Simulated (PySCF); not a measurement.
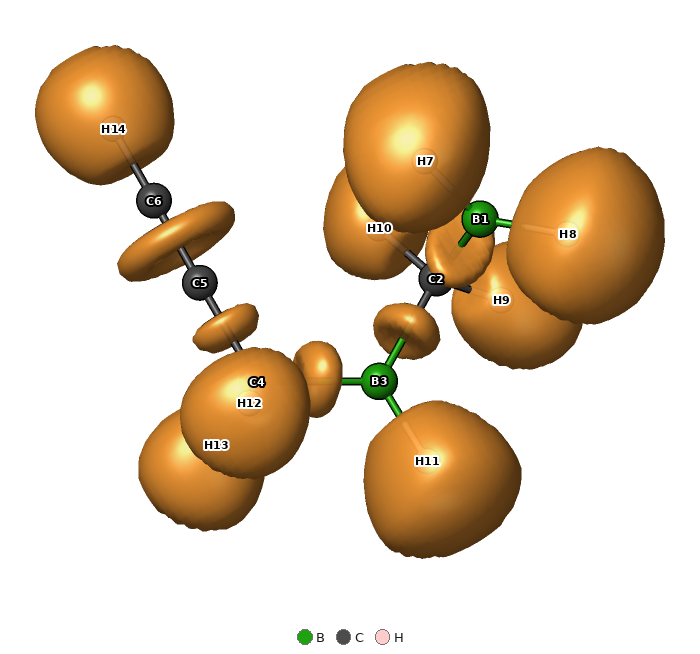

Figure. C₄H₈B₂. Isosurface of the electron localisation function at 0.85 (orange), seen across its widest extent. Only the valence region is drawn (cores and ρ < 0.01 e/Å³ removed).

Geometry: GFN2-xTB.

These are results of PySCF 2.14.0, PBE0/pcSseg-1, SCF density, gas phase, non-relativistic, not measurements.

```xyz
14

B     2.0377   -0.1217    0.2124
C     0.9796   -0.3427   -0.9236
B    -0.1873   -1.1672   -0.2713
C    -1.4203   -0.4593    0.4240
C    -1.4353    0.9868    0.3802
C    -1.4343    2.1823    0.3214
H     1.9200    0.7748    0.9540
H     2.9306   -0.8667    0.3429
H     1.4129   -0.8941   -1.7569
H     0.6002    0.6190   -1.2680
H    -0.1584   -2.3407   -0.2663
H    -1.4557   -0.7725    1.4747
H    -2.3529   -0.8287   -0.0186
H    -1.4376    3.2302    0.2834
```

Describe the localisation domains.

Answer. The ELF exceeds this value in three regions between bonded B–C atoms (shared pairs), two regions between bonded C–C atoms (shared pairs) and eight regions around hydrogen nuclei.

Values along the shortest contacts:
C–C (1.20 Å): the ELF peaks at about 0.85 between the atoms: a multiple bond. C–B (1.57 Å): the ELF peaks at about 0.95 between the atoms (localised, covalent bonding).
